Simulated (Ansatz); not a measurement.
# Cd3S5: what the fields show

```
Cd S
1.0
     7.06268    0.00000   -0.00199
     0.00000    4.19519    0.00000
    -0.28111    0.00000   12.58927
Cd S
6 10
Cartesian
  1.5005 2.3666 4.6335
  5.0319 0.2690 4.6325
  1.7497 0.2690 7.9547
  5.2810 2.3666 7.9537
  0.0000 4.0695 0.0000
  3.5313 1.9719 -0.0010
  0.6636 2.3086 9.1996
  4.1950 0.2110 9.1986
  0.8788 2.0072 11.2795
  4.4101 4.1048 11.2785
  2.5866 0.2110 3.3887
  6.1179 2.3086 3.3877
  2.3714 4.1048 1.3087
  5.9028 2.0072 1.3077
  -0.1406 3.5571 6.2946
  3.3908 1.4595 6.2936
```

Space group C2; a generated structure, not necessarily the stable one.

These are results of Ansatz 0.2.0, DFT PBE, scalar-relativistic, plane waves, PAW, not measurements.

In a PAW calculation such maps are meaningful between the atoms, not at the nuclei.

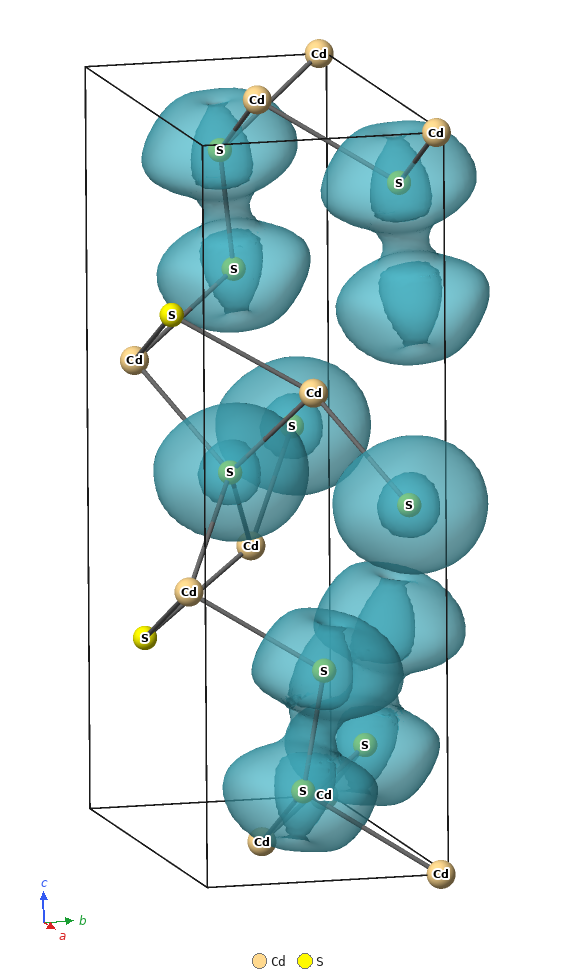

Figure 1. Isosurface of the electron localisation function at 0.7 (cyan), seen slightly off an axis. Core shells and regions of very low density are left out. Sticks mark near contacts.

**What do the ELF domains correspond to?**

At this value the surface marks out four regions between bonded S–S atoms (shared pairs) and two regions wrapped around S (the valence shell of each), counted in one cell of 16 atoms. Regions shared between cells count once.


S–S (2.11 Å): the ELF peaks at about 0.80 between the atoms; a shared electron pair. Cd–S (2.62 Å): the ELF peaks at about 0.90 in the valence shell of S, 0.8 Å from its nucleus, and drops to about 0.15 between the two atoms.

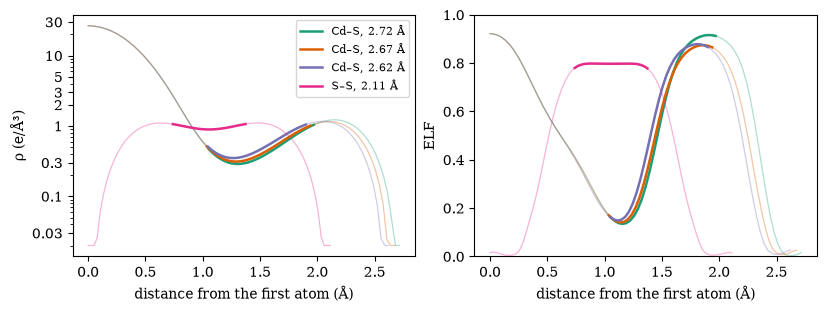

Figure 2. Valence electron density and ELF along straight lines between neighbouring atoms. Thin, pale parts lie inside the atomic spheres.

**What can be read from the curves?**

Cd–S (2.72 Å): ρ is about 0.29 e/Å³ halfway; the ELF peaks at about 0.90 in the valence shell of S, 0.8 Å from its nucleus, and drops to about 0.15 between the two atoms.
Cd–S (2.67 Å): ρ at the midpoint is about 0.32 e/Å³; the ELF peaks at about 0.85 in the valence shell of S, 0.8 Å from its nucleus, and drops to about 0.15 between the two atoms.
Cd–S (2.62 Å): ρ is about 0.35 e/Å³ halfway; the ELF peaks at about 0.90 in the valence shell of S, 0.8 Å from its nucleus, and drops to about 0.15 between the two atoms.
S–S (2.11 Å): ρ is about 0.89 e/Å³ halfway; the ELF peaks at about 0.80 between the atoms: localised, covalent bonding.

**Which way does charge flow, and how much by Bader's partition?**

Electrons move from Cd towards S. Bader charges: Cd +0.90 and S −0.87 to −0.45 e.
